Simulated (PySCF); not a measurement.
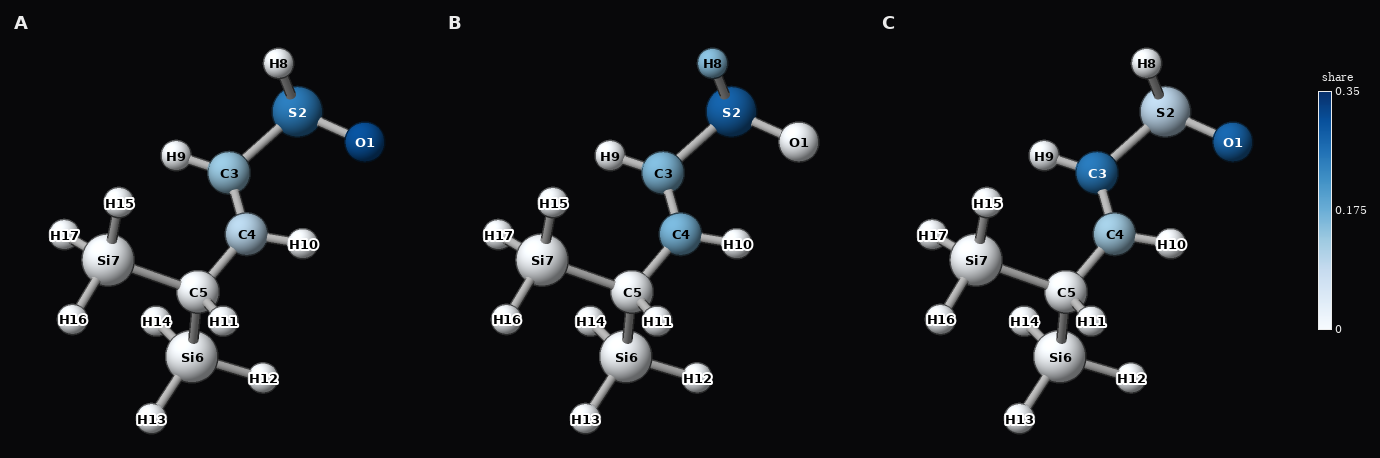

Each panel colours the atoms by their Löwdin share in one orbital (up to four of the largest shares; other atoms are shown as zero). The computed structure is the end point of a GFN2-xTB optimisation. No frequency run is at hand to confirm it as a minimum. Level of theory: CAM-B3LYP/def2-SVPD (PySCF 2.14.0).

> The panels show the HOMO−1, HOMO, LUMO, in some order. Which is which?

A: HOMO, −8.25 eV; O1 0.30, S2 0.25, C3 0.14, C4 0.10
B: LUMO, 0.29 eV; S2 0.28, C4 0.16, C3 0.16, H8 0.15
C: HOMO−1, −9.30 eV; O1 0.28, C3 0.25, C4 0.13, S2 0.10

The geometry is semi-empirical. Around Si such bond lengths and angles can be off by a tenth of an ångström or more and by several degrees, and values that hang on the shape move with them.
